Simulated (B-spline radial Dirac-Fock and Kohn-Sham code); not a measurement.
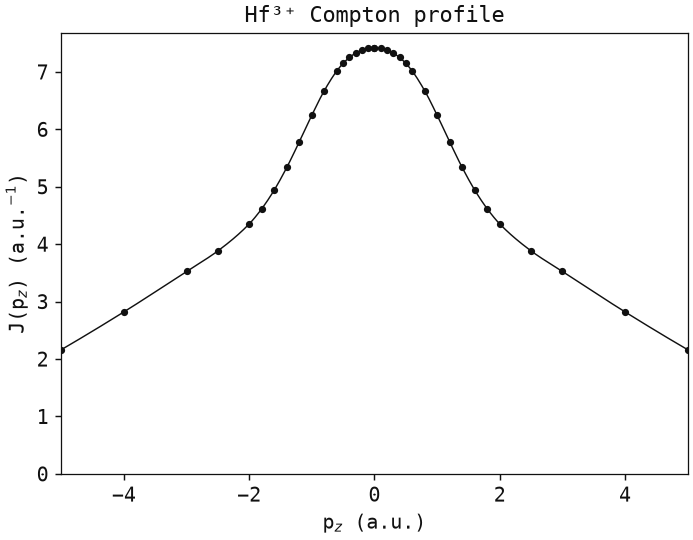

Figure. The total Compton profile J(pz). It refers to the ion Hf³⁺ in the configuration [Xe] 4f14 5d1, inside a Watson sphere of charge −3 and radius 2.7 Å that stands in for a crystal. Level of theory: the impulse approximation on the Dirac–Fock momentum density (average of configuration); calculated with a B-spline radial code.

Describe what the figure shows.

J(0) = 7.42 a.u.⁻¹; the profile falls to half at pz ≈ 2.7 a.u. and is 4.35 at 2 a.u. and 2.82 at 4 a.u. Its area over all pz is the number of electrons, 69.
